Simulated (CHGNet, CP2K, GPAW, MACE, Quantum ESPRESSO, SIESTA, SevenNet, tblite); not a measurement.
# CP2K on random packing of 71Si3N4-29SiO2 (mol %) (99 atoms): settings against a plane-wave reference

Aim: run random packing of 71Si3N4-29SiO2 (mol %) (99 atoms) in CP2K and see how near its forces come to a plane-wave reference, and at what cost.

Main program and level: CP2K 2026.2; the method is named at each step.

**1. The structure**

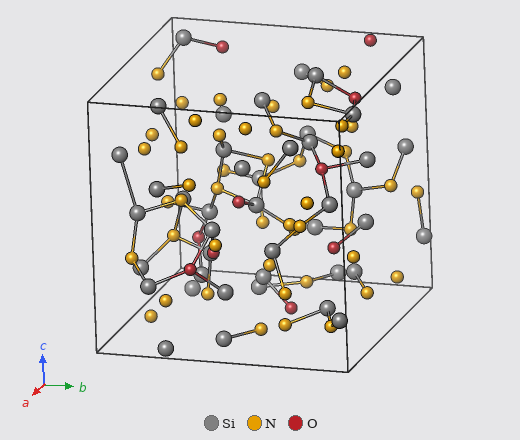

The starting structure, seen slightly off an axis (silicon grey, nitrogen orange, oxygen red). Bonds to atoms that aren't drawn are left out. Some periodic images of atoms are drawn too.

The cell holds 99 atoms: 41 Si, 48 N and 10 O. Cell: a = 10.833 Å, b = 10.833 Å, c = 10.833 Å, α = 90.0°, β = 90.0°, γ = 90.0°. 99 atoms (41 Si, 48 N, 10 O) packed at random in a cube at 2.59 g/cm³ and pushed apart as soft spheres, cations and anions kept from their own kind; a start for melting by ab initio MD, not an equilibrated structure. Then every atom was moved at random, 0.05 Å r.m.s. a Cartesian component.

The yardstick, on the same geometry:

| Quantity | Value |
| --- | --- |
| method | Kohn-Sham DFT, PBE, SSSP efficiency 1.3.0 pseudopotentials, plane waves (Quantum ESPRESSO 7.5); sssp-pbe-1.3.0-efficiency, cutoffs 60/480 Ry, Γ point |
| r.m.s. force component | 1.486 eV/Å |
| longest force | 4.95 eV/Å |
| pressure | -16.33 GPa |
| time | 20 min on 2 MPI ranks of Arm Neoverse V1, shared host |
| CPU time | 39 min |

**2. PBE, DZVP-MOLOPT-SR, 600/50 Ry, diagonalisation**

Method: Kohn-Sham DFT, PBE, GTH-PBE pseudopotentials, Gaussian and plane waves, DZVP-MOLOPT-SR-GTH, diagonalisation.

input.inp

```
&GLOBAL
  PROJECT cell
  RUN_TYPE ENERGY_FORCE
  PRINT_LEVEL LOW
&END GLOBAL
&FORCE_EVAL
  METHOD QS
  STRESS_TENSOR ANALYTICAL
  &DFT
    BASIS_SET_FILE_NAME BASIS_MOLOPT
    POTENTIAL_FILE_NAME GTH_POTENTIALS
    &MGRID
      CUTOFF 600
      REL_CUTOFF 50
      NGRIDS 5
    &END MGRID
    &QS
      EPS_DEFAULT 1.0E-12
    &END QS
    &SCF
      SCF_GUESS ATOMIC
      EPS_SCF 5.0E-06
      MAX_SCF 200
      ADDED_MOS 14
      &DIAGONALIZATION
        ALGORITHM STANDARD
      &END DIAGONALIZATION
      &SMEAR ON
        METHOD FERMI_DIRAC
        ELECTRONIC_TEMPERATURE [K] 580
      &END SMEAR
      &MIXING
        METHOD BROYDEN_MIXING
        ALPHA 0.3
        NBROYDEN 12
      &END MIXING
      &PRINT
        &RESTART OFF
        &END RESTART
      &END PRINT
    &END SCF
    &XC
      &XC_FUNCTIONAL PBE
      &END XC_FUNCTIONAL
    &END XC
    &PRINT
      &MULLIKEN ON
      &END MULLIKEN
      &HIRSHFELD ON
        SHAPE_FUNCTION DENSITY
      &END HIRSHFELD
      &MO ON
        EIGENVALUES T
        OCCUPATION_NUMBERS T
        MO_INDEX_RANGE 221 244
        &EACH
          QS_SCF 0
        &END EACH
        ADD_LAST NUMERIC
      &END MO
    &END PRINT
  &END DFT
  &SUBSYS
    &CELL
      A 10.83330 0.00000 0.00000
      B 0.00000 10.83330 0.00000
      C 0.00000 0.00000 10.83330
    &END CELL
    &COORD
      SCALED
      Si 0.99885 0.97385 0.20373
      Si 0.12507 0.37136 0.42999
      Si 0.76913 0.20080 0.92222
      Si 0.21470 0.38366 0.02861
      Si 0.20269 0.11380 0.99731
      Si 0.40495 0.46896 0.13970
      Si 0.09918 0.94800 0.59246
      Si 0.08082 0.55230 0.60641
      Si 0.76252 0.42675 0.00914
      Si 0.67728 0.07642 0.23770
      Si 0.81991 0.41531 0.46223
      Si 0.31042 0.23068 0.34854
      Si 0.38043 0.21416 0.11976
      Si 0.00515 0.51298 0.82545
      Si 0.43898 0.34086 0.64824
      Si 0.19661 0.26057 0.70085
      Si 0.32375 0.80396 0.15837
      Si 0.48282 0.92733 0.66817
      Si 0.84661 0.66267 0.40618
      Si 0.70910 0.82598 0.14444
      Si 0.13556 0.91863 0.83994
      Si 0.11924 0.58251 0.24969
      Si 0.43785 0.50081 0.85689
      Si 0.42963 0.68190 0.70079
      Si 0.15924 0.75881 0.42494
      Si 0.58296 0.22161 0.49071
      Si 0.97079 0.20587 0.27104
      Si 0.54596 0.31195 0.26931
      Si 0.84428 0.46831 0.22555
      Si 0.60311 0.91881 0.88913
      Si 0.39341 0.88113 0.38596
      Si 0.87906 0.76007 0.83542
      Si 0.80135 0.11387 0.49955
      Si 0.94851 0.24611 0.65498
      Si 0.01244 0.63072 0.03546
      Si 0.44758 0.46553 0.43947
      Si 0.47994 0.73240 0.98825
      Si 0.97618 0.26842 0.03063
      Si 0.77565 0.04238 0.71776
      Si 0.68902 0.49887 0.67027
      Si 0.68916 0.84238 0.55159
      N 0.98402 0.98667 0.87576
      N 0.09472 0.64321 0.81069
      N 0.90746 0.72804 0.26168
      N 0.56555 0.59672 0.78510
      N 0.16929 0.55822 0.04663
      N 0.68398 0.92832 0.34851
      N 0.77778 0.93371 0.90323
      N 0.60985 0.56718 0.26245
      N 0.47787 0.90586 0.13386
      N 0.04103 0.68697 0.53169
      N 0.20023 0.40236 0.28246
      N 0.19652 0.45816 0.74797
      N 0.22522 0.92714 0.47776
      N 0.85949 0.10474 0.33886
      N 0.42388 0.60705 0.34612
[... 39 atom lines left out ...]
      O 0.51831 0.79316 0.31819
      O 0.60556 0.45074 0.50396
      O 0.03098 0.79911 0.98198
      O 0.23865 0.15785 0.21694
    &END COORD
    &KIND Si
      BASIS_SET DZVP-MOLOPT-SR-GTH-q4
      POTENTIAL GTH-PBE-q4
    &END KIND
    &KIND N
      BASIS_SET DZVP-MOLOPT-SR-GTH-q5
      POTENTIAL GTH-PBE-q5
    &END KIND
    &KIND O
      BASIS_SET DZVP-MOLOPT-SR-GTH-q6
      POTENTIAL GTH-PBE-q6
    &END KIND
  &END SUBSYS
  &PRINT
    &FORCES ON
    &END FORCES
    &STRESS_TENSOR ON
    &END STRESS_TENSOR
  &END PRINT
&END FORCE_EVAL
```

Run with:

```sh
OMP_NUM_THREADS=1 mpirun -np 4 cp2k.psmp -i input.inp > output.txt
```

Numbers of over 12 decimals in the logs are rounded to 6 here.

The log of the run:

```text
CP2K| version string:                                       CP2K version 2026.2
 CP2K| Input file name                                                 input.inp
 GLOBAL| Basis set file name                                        BASIS_MOLOPT
 GLOBAL| Potential file name                                      GTH_POTENTIALS
 GLOBAL| Run type                                                   ENERGY_FORCE
 GLOBAL| Total number of message passing processes                             4
 GLOBAL| Number of threads for this process                                    1
 TOTAL NUMBERS AND MAXIMUM NUMBERS
  Total number of            - Atomic kinds:                                   3
                             - Atoms:                                         99
                             - Shell sets:                                    99
                             - Shells:                                       495
                             - Primitive Cartesian functions:                454
                             - Cartesian basis functions:                   1386
                             - Spherical basis functions:                   1287
  Maximum angular momentum of- Orbital basis functions:                        2
                             - Local part of the GTH pseudopotential:          2
                             - Non-local part of the GTH pseudopotential:      2
 SCF PARAMETERS         Density guess:                                    ATOMIC
                        max_scf:                                             200
                        eps_scf:                                        5.00E-06
                        added MOs                                        14    0
                        Mixing method:                            BROYDEN_MIXING
                                                charge density mixing in g-space
                        Smear method:                                FERMI_DIRAC
                        Electronic temperature [K]:                        580.0
                        Electronic temperature [a.u.]:                  1.84E-03
                        Accuracy threshold:                             1.00E-10
 Extrapolation method: initial_guess
 Number of electrons:                                                        464
 Number of occupied orbitals:                                                232
 Number of molecular orbitals:                                               246
 Number of orbital functions:                                               1287
 Number of independent orbital functions:                                   1287
 SCF WAVEFUNCTION OPTIMIZATION
  Step     Update method      Time    Convergence         Total energy    Change
 *** the last MO => Add more MOs for proper smearing.                   ***
     1 NoMix/Diag. 0.30E+00    3.8     1.41097848      -798.1987729533 -7.98E+02
 *** the last MO => Add more MOs for proper smearing.                   ***
     2 Broy./Diag. 0.30E+00    5.0     1.32234704      -743.4049077165  5.48E+01
 *** the last MO => Add more MOs for proper smearing.                   ***
     3 Broy./Diag. 0.30E+00    5.0     1.54944223      -807.9015708438 -6.45E+01
[...]
4 Broy./Diag. 0.30E+00    5.0     0.97192389      -802.2198857529  5.68E+00
[...]
*** the last MO => Add more MOs for proper smearing.                   ***
    37 Broy./Diag. 0.30E+00    5.2     0.00000641      -794.7617356825 -1.92E-06
 *** the last MO => Add more MOs for proper smearing.                   ***
    38 Broy./Diag. 0.30E+00    5.2     0.00000466      -794.7617385131 -2.83E-06
  *** SCF run converged in    38 steps ***
  Electronic density on regular grids:       -464.0000000000        0.0000000000
  Core density on regular grids:              463.9999999996       -0.0000000004
  Total charge density on r-space grids:       -0.0000000004
  Total charge density g-space grids:          -0.0000000004
  Overlap energy of the core charge distribution:               5.88208e-08
  Self energy of the core charge distribution:              -2028.669465
  Core Hamiltonian energy:                                    538.263694
  Hartree energy:                                             895.740629
  Exchange-correlation energy:                               -200.077069
  Electronic entropic energy:                                  -0.019527
  Fermi energy:                                                 0.193042
  Total energy:                                              -794.761739
  Total energy (extrapolated to T->0):                       -794.751975
 MO| EIGENVALUES AND OCCUPATION NUMBERS
 MO|
 MO|  Index      Eigenvalue [a.u.]        Eigenvalue [eV]             Occupation
 MO|    221               0.175700               4.781040               1.999841
 MO|    222               0.177663               4.834446               1.999538
 MO|    223               0.179279               4.878426               1.998887
[...]
MO|    243               0.205884               5.602378               0.001838
 MO|    244               0.206531               5.619988               0.001292
 MO| Sum:                                                             464.000000
 MO| E(Fermi):            0.193042 a.u.          5.252939 eV
 !-----------------------------------------------------------------------------!
                     Mulliken Population Analysis
 #  Atom  Element  Kind  Atomic population                           Net charge
       1     Si       1          3.472738                              0.527262
       2     Si       1          3.682006                              0.317994
       3     Si       1          3.651821                              0.348179
[...]
98     O        3          6.360685                             -0.360685
      99     O        3          6.379236                             -0.379236
 # Total charge                            464.000000                 -0.000000
 !-----------------------------------------------------------------------------!
 !-----------------------------------------------------------------------------!
                           Hirshfeld Charges
  #Atom  Element  Kind  Ref Charge     Population                    Net charge
      1       Si     1       4.000          3.680                         0.320
      2       Si     1       4.000          3.744                         0.256
      3       Si     1       4.000          3.777                         0.223
[...]
98       O      3       6.000          6.196                        -0.196
     99       O      3       6.000          6.239                        -0.239
  Total Charge                                                           -0.000
 !-----------------------------------------------------------------------------!
 ENERGY| Total FORCE_EVAL ( QS ) energy [hartree]           -794.761747
 FORCES| Atomic forces [hartree/bohr]
 FORCES|   Atom     x               y               z               |f|
 FORCES|      1  1.52961230E-02 -2.38778409E-02  2.22549908E-02   3.60472923E-02
 FORCES|      2 -3.13836233E-02  5.56326853E-03 -4.52062210E-02   5.53126042E-02
 FORCES|      3 -8.58935473E-03  1.64224077E-02 -1.99697346E-02   2.72445002E-02
[...]
FORCES|     98 -3.36488267E-02 -5.47032961E-02 -3.45021831E-03   6.43163910E-02
 FORCES|     99  4.17106922E-02  3.12071595E-02 -7.51748107E-03   5.26325106E-02
 FORCES| Sum    -4.98553670E-04 -2.27923516E-03  1.46354933E-03
 FORCES| Total atomic force                                       2.75416872E-03
 STRESS| Analytical stress tensor [bar]
 STRESS|                        x                   y                   z
 STRESS|      x       -1.78358068995E+05   5.56215676261E+03   4.78724308860E+03
 STRESS|      y        5.56215676261E+03  -1.46220986331E+05  -4.31957635601E+03
 STRESS|      z        4.78724308860E+03  -4.31957635601E+03  -1.45703479033E+05
 STRESS| 1/3 Trace                                            -1.56760844786E+05
```

Run time: 3.5 min. Hardware: 4 MPI ranks of Arm Neoverse V1, shared host; peak memory 4.6 GiB; 14 min of CPU time.

Banners, paths, timers and routine set-up lines are dropped from the logs unmarked, and long logs keep their key lines alone; longer cuts are marked.

Compared with the plane-wave run:

```
r.m.s. force component                  : 1.478 eV/Å
r.m.s. difference of force components   : 50.35 meV/Å
longest difference of force vectors     : 203.9 meV/Å
force difference over r.m.s. force      : 3.389 %
slope of forces against the reference's : 0.9939
correlation of force components         : 0.9994
pressure                                : -15.68 GPa
pressure difference                     : 0.6566 GPa
```

Length of the force difference by element (eV/Å):

| element | atoms | mean | most |
| --- | --- | --- | --- |
| N | 48 | 0.055 | 0.11 |
| O | 10 | 0.12 | 0.16 |
| Si | 41 | 0.091 | 0.20 |

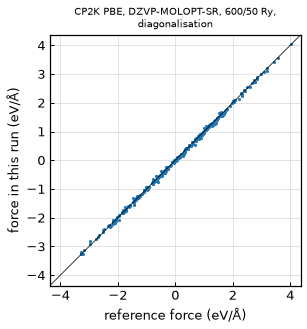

Force components against those of the reference; the line marks equality.

A closer look about N51, which bears the longest force: 9 atoms, nearest first, numbered in the order of the input, with positions taken from that point.

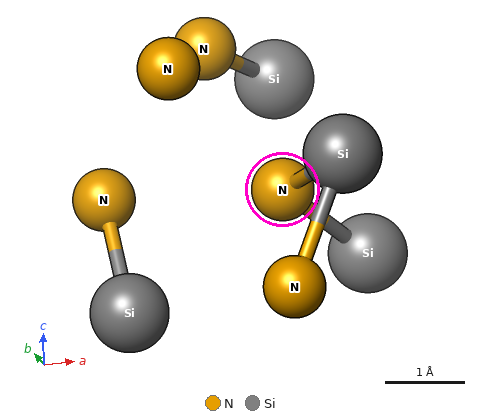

The atoms of the table, within 3.0 Å (arrows a, b, c point along x, y, z); some may hide others; the central atom is ringed.

| atom | x | y | z | distance (Å) | Hirshfeld charge (e) | Fx | Fy | Fz (eV/Å) |
| --- | --- | --- | --- | --- | --- | --- | --- | --- |
| N51 | 0.00 | 0.00 | 0.00 | 0.00 | -0.19 | 3.57 | 2.80 | -2.10 |
| Si8 | 0.43 | -1.46 | 0.81 | 1.72 | 0.33 | -0.36 | -1.27 | 1.48 |
| Si25 | 1.28 | 0.78 | -1.16 | 1.89 | 0.35 | -1.73 | 2.72 | 2.42 |
| N69 | -0.41 | -2.13 | -0.69 | 2.28 | -0.25 | 2.56 | -0.54 | 1.89 |
| N75 | -2.10 | 0.97 | -0.19 | 2.32 | -0.22 | -2.59 | 1.17 | 1.59 |
| N80 | -1.53 | -0.33 | 1.81 | 2.40 | -0.14 | -0.77 | -0.81 | 2.25 |
| N64 | -0.51 | 1.87 | 1.41 | 2.40 | -0.20 | -0.79 | -0.72 | 0.73 |
| Si19 | -2.11 | -0.26 | -1.36 | 2.52 | 0.24 | -1.80 | 0.10 | -1.36 |
| Si7 | 0.63 | 2.83 | 0.66 | 2.97 | 0.32 | 1.65 | 1.37 | -2.28 |

Forces lie 3.4 % from the reference's, at 0.35 times its CPU time (on 4 against 2 cores).

**3. PBE, SZV-MOLOPT-SR, 600/50 Ry, diagonalisation**

Method: Kohn-Sham DFT, PBE, GTH-PBE pseudopotentials, Gaussian and plane waves, SZV-MOLOPT-SR-GTH, diagonalisation.

input.inp: that of step 2 with these lines changed.

```diff
@@ -69,7 +69,30 @@
     &COORD
-      SCALED
-[... 99 atom lines left out: the same atoms as in the first run ...]
+      Si 10.82084 10.55001 2.20707
+      Si 1.35492 4.02305 4.65821
+      Si 8.33222 2.17533 9.99069
+      Si 2.32591 4.15630 0.30994
+      Si 2.19580 1.23283 10.80416
+      Si 4.38694 5.08038 1.51341
+      Si 1.07445 10.26997 6.41830
+      Si 0.87555 5.98323 6.56942
+      Si 8.26061 4.62311 0.09902
+      Si 7.33718 0.82788 2.57508
+      Si 8.88233 4.49918 5.00748
+      Si 3.36287 2.49903 3.77584
+      Si 4.12131 2.32006 1.29740
+      Si 0.05579 5.55727 8.94235
+      Si 4.75560 3.69264 7.02258
+      Si 2.12994 2.82283 7.59252
+      Si 3.50728 8.70954 1.71567
+      Si 5.23053 10.04604 7.23849
+      Si 9.17158 7.17890 4.40027
+      Si 7.68189 8.94809 1.56476
+[... 75 atom lines left out ...]
+      O 5.61501 8.59254 3.44705
+      O 6.56021 4.88300 5.45955
+      O 0.33562 8.65700 10.63808
+      O 2.58537 1.71004 2.35018
     &END COORD
     &KIND Si
-      BASIS_SET DZVP-MOLOPT-SR-GTH-q4
+      BASIS_SET SZV-MOLOPT-SR-GTH-q4
       POTENTIAL GTH-PBE-q4
@@ -77,3 +100,3 @@
     &KIND N
-      BASIS_SET DZVP-MOLOPT-SR-GTH-q5
+      BASIS_SET SZV-MOLOPT-SR-GTH-q5
       POTENTIAL GTH-PBE-q5
@@ -81,3 +104,3 @@
     &KIND O
-      BASIS_SET DZVP-MOLOPT-SR-GTH-q6
+      BASIS_SET SZV-MOLOPT-SR-GTH-q6
       POTENTIAL GTH-PBE-q6
```

Run with:

```sh
OMP_NUM_THREADS=2 cp2k.psmp -i input.inp > output.txt
```

The log of the run:

```text
CP2K| version string:                                       CP2K version 2026.2
 CP2K| Input file name                                                 input.inp
 GLOBAL| Basis set file name                                        BASIS_MOLOPT
 GLOBAL| Potential file name                                      GTH_POTENTIALS
 GLOBAL| Run type                                                   ENERGY_FORCE
 GLOBAL| Total number of message passing processes                             1
 GLOBAL| Number of threads for this process                                    2
 TOTAL NUMBERS AND MAXIMUM NUMBERS
  Total number of            - Atomic kinds:                                   3
                             - Atoms:                                         99
[... lines left out ...]
                        Smear method:                                FERMI_DIRAC
[... lines left out ...]
 Number of electrons:                                                        464
[... lines left out ...]
  Step     Update method      Time    Convergence         Total energy    Change
[... lines left out ...]
  *** SCF run converged in    45 steps ***
[... lines left out ...]
  Fermi energy:                                                 0.249689
  Total energy:                                              -788.781042
  Total energy (extrapolated to T->0):                       -788.771075
[... lines left out ...]
 MO| E(Fermi):            0.249689 a.u.          6.794387 eV
[... lines left out ...]
 !-----------------------------------------------------------------------------!
 !-----------------------------------------------------------------------------!
                           Hirshfeld Charges
  #Atom  Element  Kind  Ref Charge     Population                    Net charge
      1       Si     1       4.000          3.676                         0.324
      2       Si     1       4.000          3.710                         0.290
      3       Si     1       4.000          3.819                         0.181
[...]
98       O      3       6.000          6.212                        -0.212
     99       O      3       6.000          6.261                        -0.261
  Total Charge                                                           -0.000
 !-----------------------------------------------------------------------------!
 ENERGY| Total FORCE_EVAL ( QS ) energy [hartree]           -788.781042
 FORCES| Atomic forces [hartree/bohr]
 FORCES|   Atom     x               y               z               |f|
 FORCES|      1  3.79436478E-02 -1.59781076E-02  6.68147663E-03   4.17092611E-02
 FORCES|      2 -5.96938932E-03  4.20273357E-02 -1.08495446E-02   4.38137327E-02
 FORCES|      3 -2.17741149E-02 -1.95238852E-03 -2.10745263E-04   2.18624864E-02
[...]
FORCES|     98 -2.13106240E-02 -2.45429497E-02  2.14877986E-04   3.25045419E-02
 FORCES|     99  3.95218602E-03 -2.10923535E-04 -3.34358495E-02   3.36692782E-02
 FORCES| Sum    -1.77786055E-03 -2.68103380E-03  1.69096807E-03
 FORCES| Total atomic force                                       3.63429545E-03
 STRESS| Analytical stress tensor [bar]
 STRESS|                        x                   y                   z
 STRESS|      x        5.33029755349E+04   8.43393804283E+03  -1.10631624304E+04
 STRESS|      y        8.43393804283E+03   1.10824748332E+05  -1.02521729795E+04
 STRESS|      z       -1.10631624304E+04  -1.02521729795E+04   1.00907555895E+05
 STRESS| 1/3 Trace                                             8.83450932538E+04
```

The job ended after 4.3 min (2 threads; peak memory 3.4 GiB).

Numbers from this run, and their distance from the reference:

- r.m.s. force component: 1.642 eV/Å
- r.m.s. difference of force components: 1190 meV/Å
- longest difference of force vectors: 4082 meV/Å
- force difference over r.m.s. force: 80.1 %
- slope of forces against the reference's: 0.79
- correlation of force components: 0.7148
- pressure: 8.835 GPa
- pressure difference: 25.17 GPa

This is a coarse setting, run to see what it loses.

Against the first run (3.4 %), the force difference from the reference is 80 %, at 0.56 times the CPU time (on 2 against 4 cores), with 396 basis functions against 1287: the smaller basis costs accuracy.

[end of part 1 of 2]

[Also dropped from logs without a mark: logging warnings of Python, and SIESTA's first energy breakdown and zero terms.]

[Logs are printed without paths, hosts, clocks, repeated set-up lines and the standing remarks that a program may print on its own settings, such as how far it seeks lower states.]

[Hosts, paths, dates, database ids (printed as entryN), source tags and the programs' standing remarks are cut or masked in the printed files.]
